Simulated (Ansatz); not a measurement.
Input file:

```
crystal:
  periodic: [false, false, false]
  atoms:
    - {symbol: C, position_ang: [-0.399307, -1.164214, 1.225440]}
    - {symbol: N, position_ang: [0.269719, -0.340053, 0.256319]}
    - {symbol: C, position_ang: [1.700744, -0.502810, 0.251966]}
    - {symbol: In, position_ang: [-0.658007, 0.995945, -0.899713]}
    - {symbol: O, position_ang: [0.411238, 2.090177, -2.150707]}
    - {symbol: O, position_ang: [-2.614922, 1.318520, -0.942448]}
    - {symbol: H, position_ang: [-0.067131, -0.945115, 2.252379]}
    - {symbol: H, position_ang: [-0.209330, -2.233796, 1.046464]}
    - {symbol: H, position_ang: [-1.482133, -1.017387, 1.194610]}
    - {symbol: H, position_ang: [2.143437, -0.250445, 1.228037]}
    - {symbol: H, position_ang: [2.168804, 0.137321, -0.498678]}
    - {symbol: H, position_ang: [1.985141, -1.542049, 0.026532]}
    - {symbol: H, position_ang: [-0.142427, 2.683790, -2.663731]}
    - {symbol: H, position_ang: [-3.105826, 0.770114, -0.326470]}
basis:
  gaussian: {orbitals: def2-TZVPP}
hamiltonian: {xc: pbe0, dispersion: d4}
output: {orbitals: {seedname: orbitals}}
```

Launched as:

```sh
ansatz run in.yaml --threads 4 --pin off --events-out ev --progress --plain --max-ram 11315MiB
```

Geometry: PBE0-D4/def2-TZVP; core potentials replace the inner electrons of In.

The calculation used Ansatz, RKS PBE0-D4/def2-TZVPP.

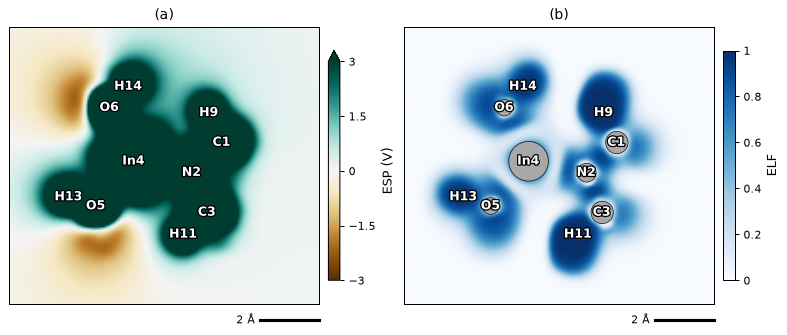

C$_{2}$H$_{8}$InNO$_{2}$ (SMILES C[N](C)[In]([OH])[OH]). (a) electrostatic potential; (b) ELF on the plane of atoms N2, In4 and O6. Grey discs cover the atomic cores in the ELF map.

> Interpret the plot.

The section cuts through C, N, In, O and H sites.
C–N (1.44 Å): the ELF peaks at about 0.90 between the atoms, as expected for localised, covalent bonding.
In–O (1.98 Å): the ELF peaks at about 0.80 in the valence shell of O, 0.6 Å from its nucleus, and drops to about 0.15 between the two atoms.
In–N (2.00 Å): the ELF peaks at about 0.85 in the valence shell of N, 0.6 Å from its nucleus, and drops to about 0.15 between the two atoms.
O–H (0.96 Å): the ELF climbs to about 1 towards the hydrogen, as it does in any bond to H (an ordinary covalent bond to hydrogen).
C–H (1.09 Å): the ELF climbs to about 1 towards the hydrogen; an ordinary covalent bond to hydrogen.
The ELF also peaks beside O5 and O6, away from the bonds: lone-pair regions.
Outside the dense part of the molecule the potential is most negative (−2.2 V) near O6.
